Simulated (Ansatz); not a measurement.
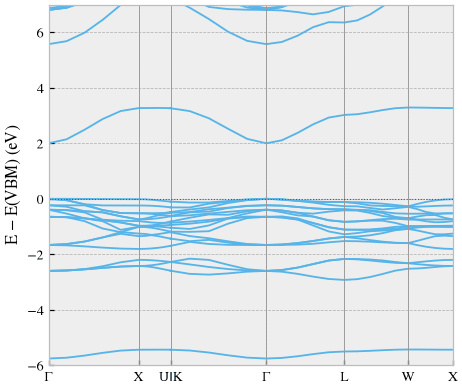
*Band structure from DFT-HSE06 in the program Ansatz with PAW potentials*

Read off the gap and where the band edges lie.

About 2.0 eV (2.00 eV among the points solved); maximum at Γ, minimum at Γ.

The material is Rb2NaTlBr6 in space group Fm-3m (No. 225; Rb on 8c, Na on 4b, Tl on 4a, Br on 24e).

The first step of the workflow began from a Materials Project structure, measured or hypothetical; the Crystallography Open Database copy checked does not list it. Whether it is the stable phase at ambient conditions was not checked. Symmetry was held in the HSE06 relaxation; whether a distortion lowers the energy is not shown. The hybrid was solved on a coarse mesh, the path and, where they were found, the r²SCAN edge points; its band edges are the extreme levels among these. Spin–orbit coupling is left out wherever it is not named.

Potentials: the later of the program's two PAW sets.
